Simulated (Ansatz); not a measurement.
A series of calculations on BSi₂H₆Cl

## 1. Relaxation

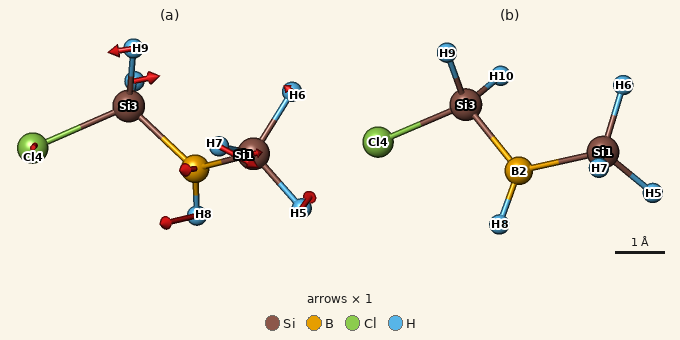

The structure of BSi₂H₆Cl before (left) and after (right) a relaxation, at one scale. The red arrows give the displacements, at their true length.

A ball-and-stick model, seen at a tilt.

The run prepares an end point of a later path (torsion) calculation, from a guessed geometry.

Method: RKS B3LYP/STO-3G (Ansatz 0.2.0). (no spin polarisation; force threshold 0.015 eV/Å; at most 40 steps)

### Summarise the run.

H8 moves most after the best rigid fit: 1.42 Å. By element the largest moves are H 1.42 Å, Cl 1.10 Å, B 0.60 Å, Si 0.20 Å. Near-neighbour distances that change, for instance: Si1–B2 1.873 → 1.967 Å, Si1–H6 1.516 → 1.445 Å, Si3–H10 1.509 → 1.450 Å, B2–Si3 1.910 → 1.968 Å. Among the angles between lasting bonds that change: Si1–B2–Si3 119.3° → 123.7°, Si1–B2–H8 121.7° → 117.7°, Cl4–Si3–H9 108.4° → 106.0°. Groups turn about B2–Si3 by about 60°, Si1–B2 by about 60°. After 27 accepted moves (28 points after the start) the energy has fallen by 9.96 kcal/mol. Largest force component: 2.9 eV/Å at the start, 0.014 eV/Å at the end. The line search rejected the trial step at point 18 of the run. The forces were under the threshold at step 13, but the run went on from there. The run took 61 s on 1 thread of Arm Neoverse V1 (shared host), peak memory 0.12 GiB.

Limits of the set-up: STO-3G is a minimal basis, so the numbers are rough.

## 2. Relaxation

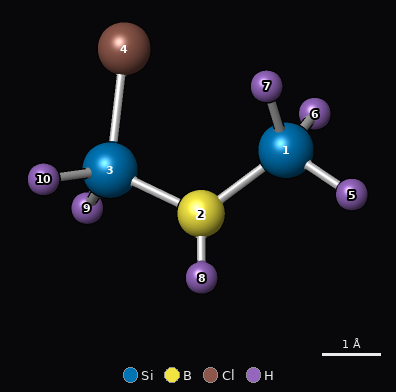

BSi₂H₆Cl, before the relaxation. Style: ball-and-stick. Shown at a tilt.

The run prepares an end point of a later path (torsion) calculation, from a guessed geometry.

Computed with RKS B3LYP/STO-3G (Ansatz).

Input
```yaml
crystal:
  periodic: [false, false, false]
  atoms:
    - { symbol: Si, position_ang: [-1.4245, 0.4966, -0.709] }
    - { symbol: B, position_ang: [-0.263, -0.7598, 0.0521] }
    - { symbol: Si, position_ang: [1.4146, -0.1755, 0.7531] }
    - { symbol: Cl, position_ang: [1.64744, 1.96648, 0.54677] }
    - { symbol: H, position_ang: [-2.6844, -0.1491, -1.2098] }
    - { symbol: H, position_ang: [-1.8321, 1.555, 0.2965] }
    - { symbol: H, position_ang: [-0.7854, 1.2129, -1.8472] }
    - { symbol: H, position_ang: [-0.5167, -1.8826, 0.0763] }
    - { symbol: H, position_ang: [1.57521, -0.52747, 2.18651] }
    - { symbol: H, position_ang: [2.55402, -0.83358, 0.01486] }
basis:
  gaussian: { orbitals: STO-3G }
hamiltonian:
  xc: b3lyp
relax:
  f_tol: 0.015
  max_steps: 40
```

Command:
```bash
ansatz run input.yaml --threads 1 --pin off --max-ram 2048MiB --backend cpu --events-out ev --progress --plain --runs-dir out
```

Where does the relaxation end?

Cl4 moves most after the best rigid fit: 0.25 Å. Largest moves by element: Cl 0.25 Å, H 0.16 Å, Si 0.14 Å, B 0.06 Å. Among the contacts that change: Si1–B2 1.873 → 1.964 Å, Si1–H6 1.516 → 1.447 Å, B2–Si3 1.910 → 1.969 Å, Si3–H10 1.509 → 1.451 Å. Among the angles between lasting bonds that change: Si1–B2–Si3 119.3° → 125.4°, Si3–B2–H8 119.0° → 114.5°, Cl4–Si3–H9 108.4° → 105.9°. After 5 geometry steps the energy has fallen by 0.374 eV. The largest force component goes from 2.8 to 0.0065 eV/Å.

Final geometry:

```xyz
10

Si   -1.5484    0.5241   -0.7663
B    -0.2464   -0.7056    0.0406
Si    1.5038   -0.1900    0.7804
Cl    1.8631    1.8963    0.6556
H    -2.7375   -0.1447   -1.2403
H    -1.9420    1.5175    0.2095
H    -0.9373    1.2143   -1.8815
H    -0.4859   -1.8544    0.1090
H     1.6200   -0.5298    2.1856
H     2.5959   -0.8248    0.0675
```

The end point in the same view:

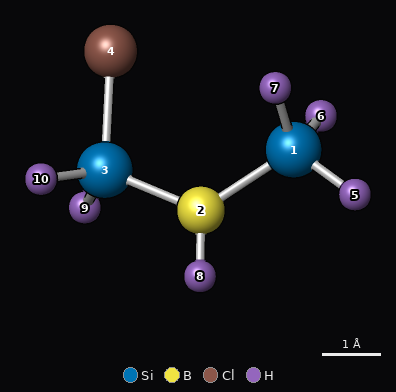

Limits of the set-up: STO-3G is a minimal basis, so the numbers are rough.

## 3. Path

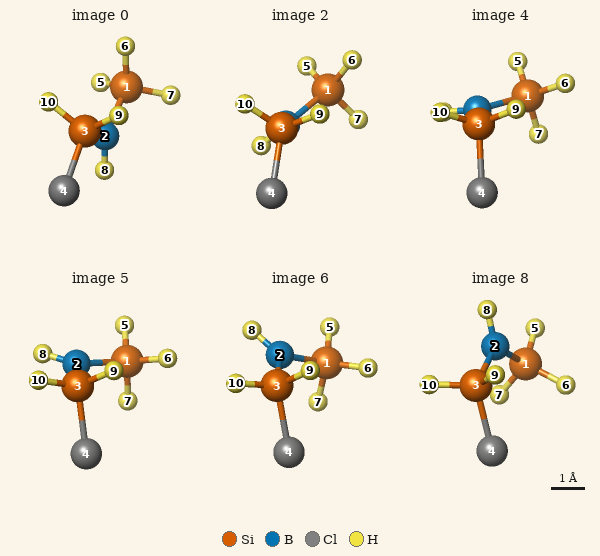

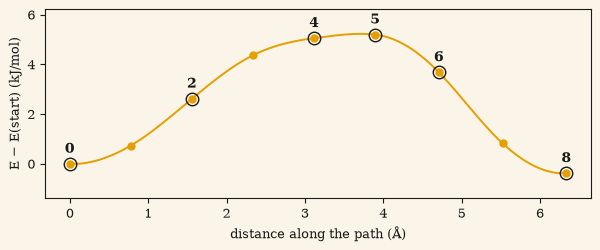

NEB run on BSi2H6Cl. Images are numbered from 0 (start) to 8 (end). Style: ball-and-stick. Shown from a free direction.

Computed with Ansatz, RKS B3LYP/STO-3G.

Input
```yaml
crystal:
  periodic: [false, false, false]
  atoms:
    - { symbol: Si, position_ang: [-1.593981, 0.54123, -0.617017] }
    - { symbol: B, position_ang: [0.009121, -0.584361, -0.441862] }
    - { symbol: Si, position_ang: [1.480935, -0.199494, 0.805921] }
    - { symbol: Cl, position_ang: [3.045253, -1.627981, 0.728031] }
    - { symbol: H, position_ang: [-2.773176, -0.255657, -0.352018] }
    - { symbol: H, position_ang: [-1.604801, 1.677104, 0.275662] }
    - { symbol: H, position_ang: [-1.684665, 1.032115, -1.976048] }
    - { symbol: H, position_ang: [0.084787, -1.536323, -1.12471] }
    - { symbol: H, position_ang: [2.096737, 1.082996, 0.522737] }
    - { symbol: H, position_ang: [1.02299, -0.180729, 2.182105] }
basis:
  gaussian: { orbitals: STO-3G }
hamiltonian:
  xc: b3lyp
neb:
  order_check: false
  images: 7
  f_tol: 0.05
  max_iterations: 60
  initial_path: idpp
  final_atoms:
    - { symbol: Si, position_ang: [-1.45063195, 0.5462561, -0.8174364] }
    - { symbol: B, position_ang: [-0.39787887, -0.63251979, 0.34900205] }
    - { symbol: Si, position_ang: [1.52148583, -0.43332975, 0.73973303] }
    - { symbol: Cl, position_ang: [2.38216116, 1.25053227, -0.22013677] }
    - { symbol: H, position_ang: [-2.83227048, 0.14089004, -0.93016756] }
    - { symbol: H, position_ang: [-1.4122481, 1.89667104, -0.29905171] }
    - { symbol: H, position_ang: [-0.86980486, 0.56219466, -2.14251863] }
    - { symbol: H, position_ang: [-0.9115503, -1.54727174, 0.8792889] }
    - { symbol: H, position_ang: [1.77054111, -0.25296639, 2.15714612] }
    - { symbol: H, position_ang: [2.28339646, -1.58155645, 0.28694196] }
```

Launched with:
```bash
ansatz run input.yaml --threads 1 --pin off --max-ram 2048MiB --backend cpu --events-out ev --progress --plain --runs-dir out
```

Read off the barrier and say what moves.

Forward barrier 5.20 kJ/mol, backward barrier 5.58 kJ/mol, with image 5 at the top; the reaction energy is −0.38 kJ/mol. The motion is a rotation about the B2–Si3 bond by about 180°, with a turn of about 60° about Si1–B2. No bond forms or breaks between the ends. Bond angles that change up to the highest image, for instance: B2–Si3–Cl4 113.4° → 104.5°, B2–Si3–H10 111.6° → 116.3°. The band converged in 7 iterations. The largest component of the band force went from 1.9 to 0.035 eV/Å. The climbing image converged on the top of the path. Its vibrational analysis gives one imaginary mode (44i cm⁻¹), as a transition state must have.

Limits of the set-up: STO-3G is a minimal basis, so the numbers are rough.

Cost: 100 s on 1 thread of Arm Neoverse V1 (shared host), peak memory 0.1 GiB.
